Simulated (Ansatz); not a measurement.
# C2H2FGe (SMILES C#[C][GeH][F]) at 3 levels

We compute a comparison of 3 runs (UHF/STO-3G, UHF/6-311G**, UPBE/pcseg-1) of C2H2FGe. 

Program for the calculation: Ansatz 0.2.0.

3 further runs of the same task are left out: 3 set aside as unsound or not needed.

**1. The system as given**

C2H2FGe: 6 atoms, total charge 0, spin state doublet. SMILES: `C#[C][GeH][F]`. The coordinates come from a PBE0-D4/def2-TZVP relaxation.

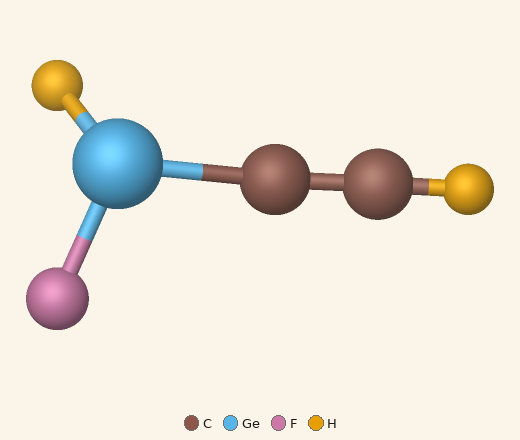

The structure, seen from a chosen angle (carbon brown, germanium blue, fluorine pink, hydrogen amber).

**2. Energy and forces at UHF/STO-3G (run 1)**

in.yaml reads:

```yaml
crystal:
  periodic: [false, false, false]
  atoms:
    - symbol: C
      position_ang: [-0.259200, 0.074500, -1.769000]
    - symbol: C
      position_ang: [0.006200, 0.034600, -0.591400]
    - symbol: Ge
      position_ang: [0.661100, -0.021100, 1.180400]
    - symbol: F
      position_ang: [-0.021800, -1.442400, 1.919600]
    - symbol: H
      position_ang: [-0.516900, 0.107000, -2.803300]
    - symbol: H
      position_ang: [0.172500, 1.183400, 2.017600]
basis:
  gaussian:
    orbitals: STO-3G
output:
  forces: true
  orbitals: {seedname: orbitals}
magnetization:
  spin_polarized: true
  initial_magnetization: 1
hamiltonian:
  xc: hf
accuracy: high
```

Started as:

```sh
$ ansatz run in.yaml --threads 1 --pin off --max-ram 2610MiB --events-out events.jsonl --progress --plain --runs-dir runs
```

Standard output:

```text
Warning: RAYON_NUM_THREADS=1 ignored (pool sized by the plan → 1); use --threads N
Functional definition: HF
  name "HF"
  exchange = exact_x
  correlation = 0
581 factors; integrals over basis functions are off by at most 1.3e-8 eV
mean field evaluation 1: about -60560.9808 eV, gradient 1.3e1 eV
mean field evaluation 2: about -60561.0285 eV, gradient 1.3e1 eV
mean field evaluation 4: about -60563.1456 eV, gradient 1.6e0 eV
mean field evaluation 8: about -60563.2116 eV, gradient 3.4e-1 eV
mean field evaluation 16: about -60563.2770 eV, gradient 3.9e-2 eV
mean field evaluation 32: about -60563.1681 eV, gradient 2.3e-1 eV
mean field evaluation 64: about -60563.1986 eV, gradient 3.0e-1 eV
mean field -60563.27712830 eV, -2225.6593832015 hartree, gradient 4.6e-8 eV, S^2 0.982411; 1 other end points of the search recorded, 0 dependent functions left out
the calculation of the forces begins
reference -60563.27712830 eV, -2225.6593832015 hartree; 28, 27 occupied and 7, 8 virtual orbitals, 581 factors
Total energy: -60563.27712830 eV, -2225.6593832015 hartree
Atom 0 at    -0.259200     0.074500    -1.769000 Å, force     0.333374    -0.078486     1.690079 eV/Å
Atom 1 at     0.006200     0.034600    -0.591400 Å, force     0.326355     0.149154     0.071733 eV/Å
Atom 2 at     0.661100    -0.021100     1.180400 Å, force    -1.880342     0.323851     0.065365 eV/Å
Atom 3 at    -0.021800    -1.442400     1.919600 Å, force     0.598787     1.112721    -0.588805 eV/Å
Atom 4 at    -0.516900     0.107000    -2.803300 Å, force    -0.003082    -0.000276    -0.017087 eV/Å
Atom 5 at     0.172500     1.183400     2.017600 Å, force     0.624908    -1.506963    -1.221285 eV/Å
Dipole moment:     0.251668     0.192176    -0.034943 e Å
```

Wall time 1.3 s (1 thread of Arm Neoverse V2, shared host); peak memory 0.28 GiB.

**3. Energy and forces at UHF/6-311G(d,p) (run 2)**

job.yaml reads:

```yaml
crystal:
  periodic: [false, false, false]
  atoms:
    - symbol: C
      position_ang: [-0.259200, 0.074500, -1.769000]
    - symbol: C
      position_ang: [0.006200, 0.034600, -0.591400]
    - symbol: Ge
      position_ang: [0.661100, -0.021100, 1.180400]
    - symbol: F
      position_ang: [-0.021800, -1.442400, 1.919600]
    - symbol: H
      position_ang: [-0.516900, 0.107000, -2.803300]
    - symbol: H
      position_ang: [0.172500, 1.183400, 2.017600]
basis:
  gaussian: {orbitals: 6-311G_st__st_.json}
hamiltonian: {xc: hf}
output: {forces: true, orbitals: {seedname: orbitals}}
magnetization: {spin_polarized: true, initial_magnetization: 1}
accuracy: high
```

The basis set 6-311G** is read from a file made from the Basis Set Exchange's data (not shown).

Started as:

```sh
$ ansatz run job.yaml --threads 1 --pin off --max-ram 2610MiB --events-out events.jsonl --progress --plain --runs-dir runs
```

Standard output:

```text
Warning: RAYON_NUM_THREADS=1 ignored (pool sized by the plan → 1); use --threads N
[... 4 set-up lines as earlier in the session ...]
1900 factors; integrals over basis functions are off by at most 1.2e-8 eV
mean field evaluation 1: about -61266.9733 eV, gradient 2.5e1 eV
mean field evaluation 2: about -61266.9989 eV, gradient 2.5e1 eV
mean field evaluation 4: about -61270.2449 eV, gradient 3.0e0 eV
mean field evaluation 8: about -61270.3460 eV, gradient 2.7e-1 eV
mean field evaluation 16: about -61270.3551 eV, gradient 6.7e-7 eV
mean field evaluation 32: about -61270.0147 eV, gradient 1.8e0 eV
mean field -61270.35507583 eV, -2251.6440184983 hartree, gradient 3.0e-8 eV, S^2 0.802876; 0 other end points of the search recorded, 0 dependent functions left out
the calculation of the forces begins
reference -61270.35507583 eV, -2251.6440184983 hartree; 28, 27 occupied and 82, 83 virtual orbitals, 1900 factors
Total energy: -61270.35507583 eV, -2251.6440184983 hartree
Atom 0 at    -0.259200     0.074500    -1.769000 Å, force     0.202191    -0.036813     1.010281 eV/Å
Atom 1 at     0.006200     0.034600    -0.591400 Å, force    -0.323495     0.062280    -1.540525 eV/Å
Atom 2 at     0.661100    -0.021100     1.180400 Å, force    -0.203823    -0.018938     0.424994 eV/Å
Atom 3 at    -0.021800    -1.442400     1.919600 Å, force     0.126765     0.221310    -0.109408 eV/Å
Atom 4 at    -0.516900     0.107000    -2.803300 Å, force     0.091995    -0.011258     0.371132 eV/Å
Atom 5 at     0.172500     1.183400     2.017600 Å, force     0.106367    -0.216582    -0.156474 eV/Å
Dipole moment:     0.218732     0.418617    -0.346885 e Å
```

It took 11 s on 1 thread of Arm Neoverse V2, shared host; peak memory 0.4 GiB.

**4. Energy and gradient at UPBE/pcseg-1 (run 3)**

molecule.yaml reads:

```yaml
crystal:
  periodic: [false, false, false]
  atoms:
    - {symbol: C, position_ang: [-0.259200, 0.074500, -1.769000]}
    - {symbol: C, position_ang: [0.006200, 0.034600, -0.591400]}
    - {symbol: Ge, position_ang: [0.661100, -0.021100, 1.180400]}
    - {symbol: F, position_ang: [-0.021800, -1.442400, 1.919600]}
    - {symbol: H, position_ang: [-0.516900, 0.107000, -2.803300]}
    - {symbol: H, position_ang: [0.172500, 1.183400, 2.017600]}
basis:
  gaussian:
    orbitals: pcseg-1.json
magnetization:
  spin_polarized: true
  initial_magnetization: 1
hamiltonian:
  xc: pbe
accuracy: high
output:
  forces: true
  orbitals: {seedname: orbitals}
```

The basis set pcseg-1 is read from a file made from the Basis Set Exchange's data (not shown).

Started as:

```sh
$ ansatz run molecule.yaml --threads 1 --pin off --max-ram 2610MiB --events-out events.jsonl --progress --plain --runs-dir runs
```

Standard output:

```text
Warning: RAYON_NUM_THREADS=1 ignored (pool sized by the plan → 1); use --threads N
Functional definition: PBE
  name "PBE"
  parameter kappa = 0.804
  parameter beta = 0.06672455060314922
  exchange = pbe_x(kappa = kappa, mu = beta*pi^2/3)
  correlation = pbe_c(beta = beta)
1600 factors; integrals over basis functions are off by at most 8.7e-9 eV
mean field evaluation 1: about -61307.9433 eV, gradient 4.4e1 eV
mean field evaluation 2: about -61238.1809 eV, gradient 1.1e2 eV
mean field evaluation 4: about -61315.6307 eV, gradient 2.3e1 eV
mean field evaluation 8: about -61318.3607 eV, gradient 5.5e-1 eV
mean field evaluation 16: about -61318.3559 eV, gradient 3.9e-4 eV
mean field -61318.35593377 eV, -2253.4080174917 hartree, gradient 5.2e-8 eV, S^2 0.751735; 0 other end points of the search recorded, 0 dependent functions left out
the calculation of the forces begins
reference -61318.35593707 eV, -2253.4080176131 hartree; 28, 27 occupied and 51, 52 virtual orbitals, 1600 factors
Total energy: -61318.35593707 eV, -2253.4080176131 hartree
Atom 0 at    -0.259200     0.074500    -1.769000 Å, force    -0.268903     0.038709    -1.422925 eV/Å
Atom 1 at     0.006200     0.034600    -0.591400 Å, force     0.246373    -0.009708     1.561497 eV/Å
Atom 2 at     0.661100    -0.021100     1.180400 Å, force     0.852434     0.998936    -0.412924 eV/Å
Atom 3 at    -0.021800    -1.442400     1.919600 Å, force    -0.597324    -1.244037     0.665484 eV/Å
Atom 4 at    -0.516900     0.107000    -2.803300 Å, force    -0.136221     0.016275    -0.512748 eV/Å
Atom 5 at     0.172500     1.183400     2.017600 Å, force    -0.096358     0.199824     0.121616 eV/Å
Dipole moment:     0.122633     0.327739    -0.272415 e Å
```

Run time: 11 s. Hardware: 1 thread of Arm Neoverse V2, shared host; peak memory 0.28 GiB.

**5. Overview of the runs**

| run | level | energy (Eh) | dipole moment (D) | HOMO energy (eV) | LUMO energy (eV) | wall time |
| --- | --- | --- | --- | --- | --- | --- |
| 1 | UHF/STO-3G | -2225.659383 | 1.53 | -6.93 | 4.35 | 1.3 s |
| 2 | UHF/6-311G** | -2251.644018 | 2.81 | -9.78 | 0.43 | 11 s |
| 3 | UPBE/pcseg-1 | -2253.408018 | 2.13 | -5.59 | -4.37 | 11 s |

**6. Summary of results**

```
                                 quantity           value
                      run 3: total energy  -2253.40802 Eh
                     run 3: dipole moment          2.13 D
run 3: HOMO energy (highest over α and β)        -5.59 eV
 run 3: LUMO energy (lowest over α and β)        -4.37 eV
                              run 3: ⟨S²⟩           0.752
          run 3: largest force on an atom      1.581 eV/Å
```

The dipole moment (its size) runs from 1.53 D (UHF/STO-3G) to 2.81 D (UHF/6-311G**). In run 1 the basis is minimal, so the values are rough. Spin contamination of the reference: run 1 ⟨S²⟩ = 0.98. All runs together took 23 s, the longest 11 s.
